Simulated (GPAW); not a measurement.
**Magnetic state of MnGe7 (Ge16x211 Mn2 nn) from several starts**

A self-consistent run ends on one state, which hangs on the start. Several orders of MnGe7 (Ge16x211 Mn2 nn) are started in GPAW and their energies compared.

Calculated with GPAW 26.7.0; PBE with U = 4 eV on Mn d; plane waves with GPAW's PAW setups, scalar-relativistic.

## 1. Set-up

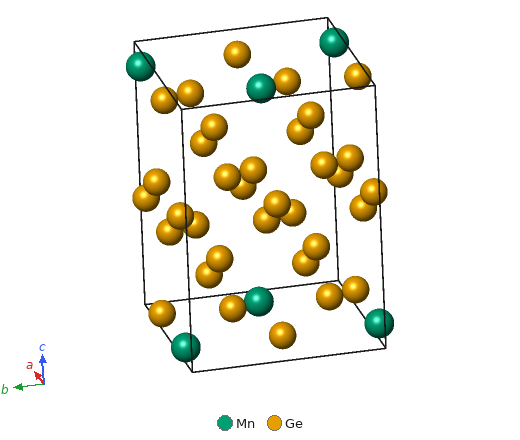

The cell as given, from a free direction (manganese teal, germanium orange). This picture shows the conventional cell, with its axes. Some periodic images of atoms are drawn too.

The cell is a made-up one and need not be a known phase.

## 2. Start 1: ferro ++

Parallel moments need no larger cell; this start tests for a ferromagnetic state only. A Hubbard term is added for the open shell, at a value in common use.

order1.py reads:

```python
import json
import numpy as np
from ase import Atoms
from ase.parallel import paropen, parprint
from gpaw import GPAW

atoms = Atoms(['Mn', 'Mn', 'Ge', 'Ge', 'Ge', 'Ge', 'Ge', 'Ge', 'Ge', 'Ge', 'Ge', 'Ge', 'Ge', 'Ge', 'Ge', 'Ge'],
    cell=[[11.316, 0.0, 0.0],
         [0.0, 5.658, 0.0],
         [0.0, 0.0, 5.658]],
    scaled_positions=[[0.0, 0.0, 0.0],
         [0.125, 0.25, 0.25],
         [0.0, 0.5, 0.5],
         [0.125, 0.75, 0.75],
         [0.25, 0.0, 0.5],
         [0.375, 0.25, 0.75],
         [0.25, 0.5, 0.0],
         [0.375, 0.75, 0.25],
         [0.5, 0.0, 0.0],
         [0.625, 0.25, 0.25],
         [0.5, 0.5, 0.5],
         [0.625, 0.75, 0.75],
         [0.75, 0.0, 0.5],
         [0.875, 0.25, 0.75],
         [0.75, 0.5, 0.0],
         [0.875, 0.75, 0.25]],
    pbc=True,
    magmoms=[4.5, 4.5, 0.0, 0.0, 0.0, 0.0, 0.0, 0.0, 0.0, 0.0, 0.0, 0.0, 0.0, 0.0, 0.0, 0.0])
atoms.calc = GPAW(mode={'name': 'pw', 'ecut': 450},
    xc='PBE',
    kpts={'size': (3, 5, 5), 'gamma': True},
    occupations={'name': 'fermi-dirac', 'width': 0.05},
    convergence={'density': 1e-05, 'energy': 1e-05},
    maxiter=200,
    mixer={'name': 'pulay', 'beta': 0.05, 'nmaxold': 6, 'weight': 50},
    setups={'Mn': ':d,4.0'},
    symmetry={'tolerance': 1e-4},
    txt='order1.txt')
e = atoms.get_potential_energy(force_consistent=True)
res = {'free_energy': e, 'energy_sigma0': atoms.get_potential_energy(), 'fermi_energy': atoms.calc.get_fermi_level()}
res['moments'] = atoms.get_magnetic_moments().tolist()
res['total'] = atoms.get_magnetic_moment()
parprint('site moments (muB):', np.round(res['moments'], 3))
parprint(f"total moment: {res['total']:.3f} muB")
parprint(f'free energy: {e:.6f} eV')
atoms.calc.write('order1.gpw')
with paropen('results.json', 'w') as f:
    json.dump(res, f)
```

On the command line:

```sh
$ OMP_NUM_THREADS=1 mpirun -n 4 gpaw python order1.py > order1.log
```

Numbers of over 12 decimals in the logs are rounded to 6 here.

Output:

```text
site moments (muB): [ 4.271e+00  4.271e+00 -4.200e-02 -4.200e-02 -5.300e-02 -1.000e-03
 -5.300e-02 -1.000e-03 -1.200e-02 -1.200e-02 -5.000e-03 -5.000e-03
 -1.000e-03 -5.300e-02 -1.000e-03 -5.300e-02]
total moment: 8.494 muB
free energy: -75.656569 eV

--- order1.txt ---
Input parameters:
  mode=PW(ecut=450),
  convergence={'density': 1e-05, 'energy': 1e-05},
  kpts=MonkhorstPack(size=(3, 5, 5), gamma=True),
  maxiter=200,
  mixer=Pulay(name='pulay', nmaxold=6, beta=0.05, weight=50, sigma=0.015, g_ss=None),
  occupations=Occupations(name='fermi-dirac', width=0.05),
  setups={'Mn': ':d,4.0'},
  symmetry=Symmetry(tolerance=0.0001),
  xc=XC(name='PBE')

Diagonalizing LCAO Hamiltonian
Converting LCAO to pw mode
    .---------------------------.
   /|                           |
  / |  Ge            Ge         |
 *  |                           |
 |  |       Ge            Ge    |
 | Ge            Ge             |
 |  |   Ge    Ge      Ge    Ge  |
 |  .---------------------------.
 | / Mn  Ge        Ge  Ge      /
 |/                           /
 Mn------------Ge------------*

Atoms  # Å, Bohr magnetons
|    | symbol |        x |        y |        z |    initial magnetic moments |
|----|--------|----------|----------|----------|-----------------------------|
|  0 |     Mn | 0.000000 | 0.000000 | 0.000000 | ( 0.0000,  0.0000,  4.5000) |
|  1 |     Mn | 1.414500 | 1.414500 | 1.414500 | ( 0.0000,  0.0000,  4.5000) |
|  2 |     Ge | 0.000000 | 2.829000 | 2.829000 | ( 0.0000,  0.0000,  0.0000) |
|  3 |     Ge | 1.414500 | 4.243500 | 4.243500 | ( 0.0000,  0.0000,  0.0000) |
|  4 |     Ge | 2.829000 | 0.000000 | 2.829000 | ( 0.0000,  0.0000,  0.0000) |
|  5 |     Ge | 4.243500 | 1.414500 | 4.243500 | ( 0.0000,  0.0000,  0.0000) |
|  6 |     Ge | 2.829000 | 2.829000 | 0.000000 | ( 0.0000,  0.0000,  0.0000) |
|  7 |     Ge | 4.243500 | 4.243500 | 1.414500 | ( 0.0000,  0.0000,  0.0000) |
|  8 |     Ge | 5.658000 | 0.000000 | 0.000000 | ( 0.0000,  0.0000,  0.0000) |
|  9 |     Ge | 7.072500 | 1.414500 | 1.414500 | ( 0.0000,  0.0000,  0.0000) |
| 10 |     Ge | 5.658000 | 2.829000 | 2.829000 | ( 0.0000,  0.0000,  0.0000) |
| 11 |     Ge | 7.072500 | 4.243500 | 4.243500 | ( 0.0000,  0.0000,  0.0000) |
| 12 |     Ge | 8.487000 | 0.000000 | 2.829000 | ( 0.0000,  0.0000,  0.0000) |
| 13 |     Ge | 9.901500 | 1.414500 | 4.243500 | ( 0.0000,  0.0000,  0.0000) |
| 14 |     Ge | 8.487000 | 2.829000 | 0.000000 | ( 0.0000,  0.0000,  0.0000) |
| 15 |     Ge | 9.901500 | 4.243500 | 1.414500 | ( 0.0000,  0.0000,  0.0000) |

Unit cell  # Å
| periodic |         x |        y |        z |   lengths |    angles |
|----------|-----------|----------|----------|-----------|-----------|
|      yes | 11.316000 | 0.000000 | 0.000000 | 11.316000 | 90.000000 |
|      yes |  0.000000 | 5.658000 | 0.000000 |  5.658000 | 90.000000 |
|      yes |  0.000000 | 0.000000 | 5.658000 |  5.658000 | 90.000000 |

Number of symmetries: 2

BZ-sampling:
  Number of BZ points: 75
  Number of IBZ points: 24

  Monkhorst-Pack size: [3, 5, 5]
  Monkhorst-Pack shift: [0, 0, 0]

K-points  # in reciprocal-cell coordinates
|     |                                coordinates |     weight |
|-----|--------------------------------------------|------------|
|   0 | (  0.00000000,   0.00000000,   0.00000000) | 0.01333333 |
|   1 | (  0.00000000,   0.20000000,  -0.20000000) | 0.02666667 |
|   2 | (  0.00000000,   0.20000000,   0.00000000) | 0.05333333 |
|   3 | (  0.00000000,   0.20000000,   0.20000000) | 0.02666667 |
|   4 | (  0.00000000,   0.40000000,  -0.40000000) | 0.02666667 |
|   5 | (  0.00000000,   0.40000000,  -0.20000000) | 0.05333333 |
|   6 | (  0.00000000,   0.40000000,   0.00000000) | 0.05333333 |
|   7 | (  0.00000000,   0.40000000,   0.20000000) | 0.05333333 |
|   8 | (  0.00000000,   0.40000000,   0.40000000) | 0.02666667 |
|   9 | (  0.33333333,  -0.40000000,  -0.40000000) | 0.02666667 |
| ... |                                            |            |
|  23 | (  0.33333333,   0.40000000,   0.40000000) | 0.02666667 |

Plane wave coefficients: 7882
Cutoff: 450.000000 eV

Spin-components: 2 (collinear spins)
Bands:           61
Projectors:      82
Spin-degeneracy: 1
Datatype:        complex128

Parallelization:
  kpt:    4
  domain: 1
  band:   1

Density:
  Valence electrons: 86.0
  Components: 2
  Grid points: [56 28 28]
  Charge: 0.0  # |e|

Potential:
  Grid points: [56 28 28]

species:
  Mn:
    name:    Manganese
    Z:       25.0
    valence: 15
    core:    10
    charge:  0.0  # [|e|]
    Hubbard: {U: 4.0,  # eV
              l: 2,
              scale: True}
    compensation charges:
      type: gauss
      rc: 0.38  # [Å]
      lmax: 2
    cutoffs:
      filter: 2.14  # [Å]
      core: 0.86  # [Å]
    projectors
    | kind |    occ | energy [eV] | rcut [Å] |
    |------|--------|-------------|----------|
    |   3s |  2.000 |     -85.859 |    1.275 |
    |   4s |  2.000 |      -5.106 |    1.275 |
    |   3p |  6.000 |     -54.597 |    1.281 |
    |   4p |  0.000 |      -1.371 |    1.281 |
    |   3d |  5.000 |      -6.771 |    1.138 |
    |    d |        |      20.441 |    1.138 |

    Using partial waves for Mn as LCAO basis

  Ge:
    name:    Germanium
    Z:       32.0
    valence: 4
    core:    28
    charge:  0.0  # [|e|]
    compensation charges:
      type: gauss
      rc: 0.32  # [Å]
      lmax: 2
    cutoffs:
      filter: 1.77  # [Å]
      core: 3.42  # [Å]
    projectors
    | kind |    occ | energy [eV] | rcut [Å] |
    |------|--------|-------------|----------|
    |   4s |  2.000 |     -11.726 |    1.005 |
    |   4p |  2.000 |      -3.896 |    1.005 |
    |    s |        |      15.485 |    1.005 |
    |    p |        |      23.315 |    1.005 |
    |    d |        |       0.000 |    1.005 |

    Using partial waves for Ge as LCAO basis

Reference energy: -862395.106081  # eV

eigensolver:
  PPCG
  Converge bands: occupied
  niter=2

density mixing:
  Pulay-Mixer
  Linear mixing parameters: 0.05
  Old densities: 6
  Fourier metric: weight=50, sigma=0.015

occupation numbers:
  Fermi-Dirac:
    width: 0.0500  # eV

poisson solver:
  ecut: 3600.000000  # eV

xc functional:
  name: PBE with 2 nearest neighbor stencil

convergence criteria:
- Maximum integral of absolute [dens]ity change: 1e-05 electrons / valence electron
- Maximum [total energy] change in last 3 cyles: 1e-05 eV / valence electron
- Maximum integral of absolute [eigenst]ate change: 4e-08 eV^2 / valence electron
maximum number of iterations: 200

SCF iterations
|iter     |      energy | eigst |  dens |  magmom |
|---------|-------------|-------|-------|---------|
|iter:   1|       0s |  -75.802475 | +0.10 |       |  +9.0194|
|iter:   2|       6s |  -75.769525 | -1.58 | -0.97 |  +9.0000|
|iter:   3|      13s |  -75.614746 | -2.08 | -0.99 |  +8.9317|
|iter:   4|      19s |  -75.606911 | -1.75 | -1.09 |  +8.7723|
|iter:   5|      25s |  -75.622916 | -2.72 | -1.44 |  +8.7367|
|iter:   6|      31s |  -75.641274 | -2.39 | -1.55 |  +8.6492|
|iter:   7|      36s |  -75.635387 | -3.22 | -2.02 |  +8.6504|
|iter:   8|      42s |  -75.637243 | -3.23 | -1.97 |  +8.6040|
|iter:   9|      48s |  -75.638591 | -4.38 | -2.32 |  +8.5888|
|iter:  10|      54s |  -75.641302 | -4.04 | -2.43 |  +8.5544|
[... 12 iterations left out ...]
|iter:  23|     133s |  -75.643158c| -7.57c| -4.11 |  +8.4934|
|iter:  24|     139s |  -75.643158c| -7.34 | -4.15 |  +8.4936|
|iter:  25|     142s |  -75.643158c| -8.27c| -4.47 |  +8.4937|
|iter:  26|     145s |  -75.643158c| -7.54c| -4.54 |  +8.4942|
|iter:  27|     148s |  -75.643158c| -7.96c| -4.83 |  +8.4943|
|iter:  28|     151s |  -75.643158c| -8.13c| -4.84 |  +8.4944|
|iter:  29|     154s |  -75.643158c| -8.26c| -4.89 |  +8.4945|
|iter:  30|     157s |  -75.643158c| -8.46c| -4.91 |  +8.4945|
|iter:  31|     160s |  -75.643158c| -8.74c| -4.96 |  +8.4945|
|iter:  32|     163s |  -75.643158c| -8.02c| -5.05c|  +8.4944|

Converged in 32 steps
Energy contributions relative to reference atoms: (reference = -862395.106081)

Energy contributions:
  Kinetic:         232.349330
  Coulomb:        -202.877983
  Zero:              0.258355
  External:          0.000000
  Xc:             -105.359448
  Entropy:          -0.026822
  Spinorbit:         0.000000
  ----------------------------
  Free energy:     -75.656569
  Extrapolated:    -75.643158

dipole moment: (-62.763103, -68.267959, -68.267959)  # |e|*Ang

Total magnetic moment: (0.000000, 0.000000, 8.494413)

Local magnetic moments
|        x |        y |         z |
|----------|----------|-----------|
| 0.000000 | 0.000000 |  4.270936 |  # Mn   0
| 0.000000 | 0.000000 |  4.270936 |  # Mn   1
| 0.000000 | 0.000000 | -0.042303 |  # Ge   2
| 0.000000 | 0.000000 | -0.042303 |  # Ge   3
| 0.000000 | 0.000000 | -0.053146 |  # Ge   4
| 0.000000 | 0.000000 | -0.001175 |  # Ge   5
| 0.000000 | 0.000000 | -0.053146 |  # Ge   6
| 0.000000 | 0.000000 | -0.001175 |  # Ge   7
| 0.000000 | 0.000000 | -0.011871 |  # Ge   8
| 0.000000 | 0.000000 | -0.011871 |  # Ge   9
| 0.000000 | 0.000000 | -0.005070 |  # Ge  10
| 0.000000 | 0.000000 | -0.005070 |  # Ge  11
| 0.000000 | 0.000000 | -0.001175 |  # Ge  12
| 0.000000 | 0.000000 | -0.053146 |  # Ge  13
| 0.000000 | 0.000000 | -0.001175 |  # Ge  14
| 0.000000 | 0.000000 | -0.053146 |  # Ge  15

Fermi level: 5.301
Eigenvalues  # (at kpt = [0.000, 0.000, 0.000])
| band index |      eig [eV] | occ [0-1] |      eig [eV] | occ [0-1] |
|------------|---------------|-----------|---------------|-----------|
|          0 |       -76.597 |     1.000 |       -71.868 |     1.000 |
|        ... |               |           |               |           |
|         34 |         2.241 |     1.000 |         3.917 |     1.000 |
|         35 |         2.358 |     1.000 |         4.648 |     1.000 |
|         36 |         2.779 |     1.000 |         4.937 |     0.999 |
|         37 |         2.795 |     1.000 |         5.315 |     0.431 |
|         38 |         2.915 |     1.000 |         5.391 |     0.142 |
|         39 |         2.989 |     1.000 |         5.923 |     0.000 |
|         40 |         3.167 |     1.000 |         6.031 |     0.000 |
|         41 |         3.626 |     1.000 |         6.081 |     0.000 |
|         42 |         3.906 |     1.000 |         6.366 |     0.000 |
|         43 |         4.049 |     1.000 |         6.579 |     0.000 |
|         44 |         4.224 |     1.000 |         6.590 |     0.000 |
|         45 |         4.803 |     1.000 |         6.676 |     0.000 |
|         46 |         5.058 |     0.992 |         6.829 |     0.000 |
|         47 |         6.479 |     0.000 |         7.285 |     0.000 |
|         48 |         6.669 |     0.000 |         7.500 |     0.000 |
|         49 |         6.723 |     0.000 |         7.567 |     0.000 |
|        ... |               |           |               |           |
|         60 |         8.918 |     0.000 |         9.392 |     0.000 |

No gap
No difference between direct/indirect transitions
```

The job ended after 2.9 min (4 MPI ranks of Intel Xeon 6975P-C (Granite Rapids), shared host; peak memory 1.5 GiB).

Spin moment in the augmentation sphere by atom:

```csv
atom,spin moment in the augmentation sphere (μB)
Mn1,4.27
Mn2,4.27
Ge3,-0.04
Ge4,-0.04
Ge5,-0.05
Ge6,0.00
Ge7,-0.05
Ge8,0.00
Ge9,-0.01
Ge10,-0.01
Ge11,-0.01
Ge12,-0.01
Ge13,0.00
Ge14,-0.05
Ge15,0.00
Ge16,-0.05
```

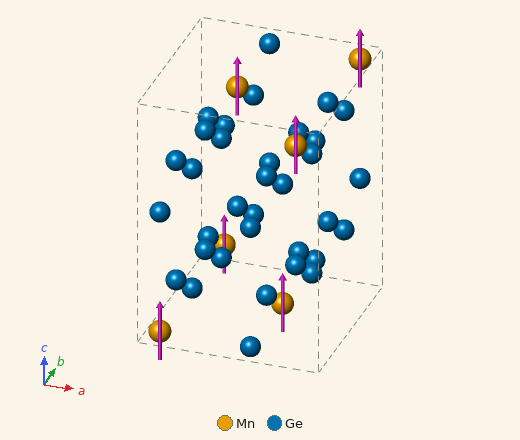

Spin moment in the augmentation sphere as arrows, the longest 4.27 μB. Up and down stand for the sign. Arrows give size and sign along the axis of quantisation, drawn up and down the page. Some periodic images of atoms are drawn too.

Read from the output:

* magnetization: 8.494 μB
* final state: ferromagnetic

After 32 cycles the largest moment stands at 4.27 μB.

(Part 1 of 2 ends here.)

[Logs and program files are shortened in this print: banners, set-up blocks, solver, clock and traceback lines can be left out without a mark of their own.]

[Logs are printed without paths, hosts, clocks, repeated set-up lines and the standing remarks that a program may print on its own settings, such as how far it seeks lower states.]

[Hosts, paths, dates, database ids (printed as entryN), source tags and the programs' standing remarks are cut or masked in the printed files.]

[Where a cell is said to come from a database of computed structures, the database is the Materials Project.]
